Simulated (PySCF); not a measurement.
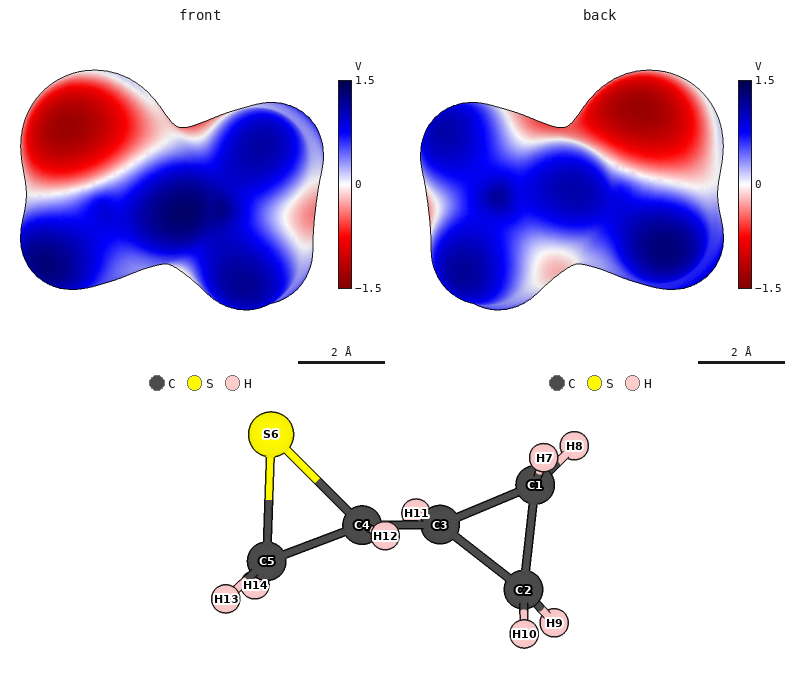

Figure. C₅H₈S. The electrostatic potential painted on the density surface at 0.004 e/bohr³, seen from the front and from behind; red is negative and blue positive. The bare structure is drawn below in the same view.

Geometry: GFN2-xTB.

All numbers below come from PBE0/pcSseg-1, SCF density, gas phase, non-relativistic in PySCF.

```csv
atom,x (Å),y (Å),z (Å)
C,-1.7031,-0.5292,0.0735
C,-1.3324,0.8521,0.5109
C,-0.4115,0.0777,-0.3912
C,0.8741,-0.4279,0.1551
C,2.1658,0.1257,-0.3168
S,1.8477,-1.5509,-0.8900
H,-1.6507,-1.3258,0.8000
H,-2.4980,-0.6487,-0.6457
H,-1.8682,1.6884,0.0897
H,-1.0300,1.0003,1.5365
H,-0.3501,0.3861,-1.4278
H,0.8271,-0.7540,1.1896
H,2.9825,0.2250,0.3854
H,2.1461,0.8807,-1.0915
```

Which sites attract a positive test charge, and which a negative one?

A positive charge is drawn to the negative regions and a negative charge to the positive ones. The most negative region (about −1.3 V, or −30 kcal/mol for a unit charge) lies over S6, the most positive (about +1.3 V, or +30 kcal/mol for a unit charge) over H12, H13 and H14.

How polar is the molecule by this calculation?

Its dipole moment is 2.15 D.
